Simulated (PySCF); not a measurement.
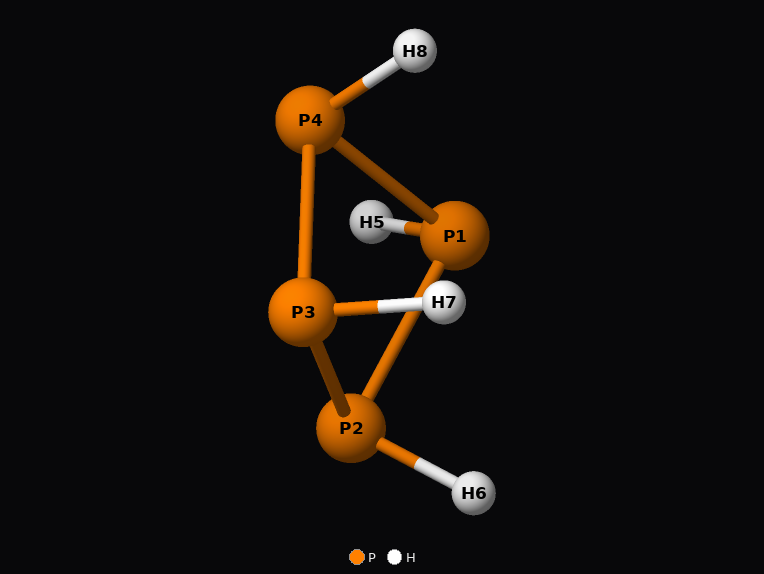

Computed geometry: GFN2-xTB optimisation. No frequency run is at hand to confirm it as a minimum. Properties computed with delta-SCF UKS SCAN, pcX-2 on the ionised atom, pcseg-1 elsewhere, spin-free X2C (PySCF 2.14.0).

Give the core-electron binding energies (to vacuum; p and d levels without spin–orbit splitting) of P1 1s, P1 2p.

```
atom  level  binding energy (eV)
  P1     1s               2149.9
  P1     2p                136.7
```

The geometry is semi-empirical. Around P such bond lengths and angles can be off by a tenth of an ångström or more and by several degrees, and values that hang on the shape move with them.
